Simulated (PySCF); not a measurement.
System: H₈Si₃ (Si(SiH3)2H2).

The calculation's input:

```
{"job": {"kind": "nmr", "xc": "PBE0", "basis": "pcSseg-1"}, "charge": 0, "multiplicity": 1}
Si    -0.797165     0.008362    -0.568864
Si    -0.808221    -0.031870     1.776211
H     -0.175727    -1.298576     2.257768
H     -2.200890     0.045650     2.312205
H     -0.022772     1.125854     2.305005
Si     1.412411     0.008069    -1.353247
H      2.101270    -1.243887    -0.911068
H      2.148603     1.181734    -0.789708
H      1.457267     0.081377    -2.845660
H     -1.503543     1.235115    -1.057465
H     -1.513172    -1.197337    -1.094288
```

Run with:

```sh
OMP_NUM_THREADS=1 python probes_run.py task.json out
```

Geometry: PBE0-D3(BJ)/def2-SVP.

Computed with PBE0/pcSseg-1, SCF density, gas phase, non-relativistic in PySCF.

What can the converged electron density and electron localisation function tell about the bonding?

Answer. Si–Si (2.34 Å): ρ at the midpoint is about 0.63 e/Å³; the ELF peaks at about 1 between the atoms (a covalent bond).
Si–H (1.49 Å): ρ at the midpoint is about 0.76 e/Å³; the ELF climbs to about 1 towards the hydrogen, as it does in any bond to H.

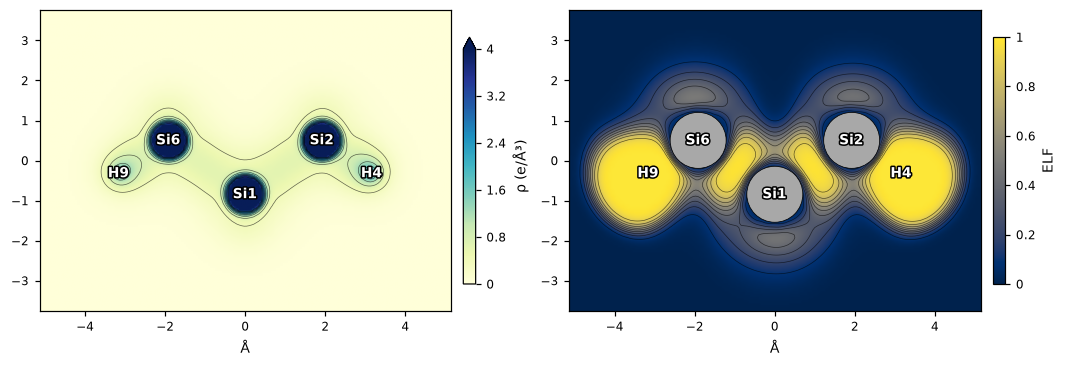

Computed electron density and electron localisation function on the plane of atoms Si1, Si2 and H4, in this order. Grey discs cover the atomic cores in the ELF map. 
